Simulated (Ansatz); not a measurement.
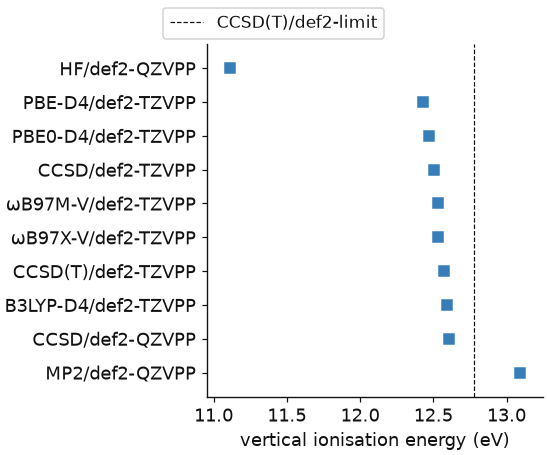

Vertical ionisation energy of CHFO, SMILES O=CF, taken as the energy of the cation less that of the neutral at fixed geometry (unrestricted doublet cation, cores frozen in correlated methods, no spin-orbit coupling), the Ansatz code 0.2.0, at a PBE0-D4/def2-TZVP geometry (a minimum by its frequencies). Limit means an estimate of the basis limit from triple and quadruple zeta; for coupled cluster it is either extrapolated directly or built as the MP2 limit plus the step from MP2 in triple zeta. The distance of CCSD/def2-TZVPP, CCSD(T)/def2-TZVPP, CCSD/def2-QZVPP and MP2/def2-QZVPP to the limit includes basis error.

Q: What range do the values span, the line included?

A: From 11.11 eV (HF/def2-QZVPP) to 13.09 eV (MP2/def2-QZVPP).

Q: Give the values.

A:
| level | eV | less CCSD(T)/def2-limit |
| --- | --- | --- |
| HF/def2-QZVPP | 11.11 | −1.67 |
| PBE-D4/def2-TZVPP | 12.43 | −0.35 |
| PBE0-D4/def2-TZVPP | 12.47 | −0.30 |
| CCSD/def2-TZVPP | 12.50 | −0.28 |
| ωB97M-V/def2-TZVPP | 12.53 | −0.25 |
| ωB97X-V/def2-TZVPP | 12.53 | −0.24 |
| CCSD(T)/def2-TZVPP | 12.57 | −0.21 |
| B3LYP-D4/def2-TZVPP | 12.59 | −0.18 |
| CCSD/def2-QZVPP | 12.60 | −0.17 |
| MP2/def2-QZVPP | 13.09 | 0.31 |
| CCSD(T)/def2-limit | 12.78 | 0.00 |
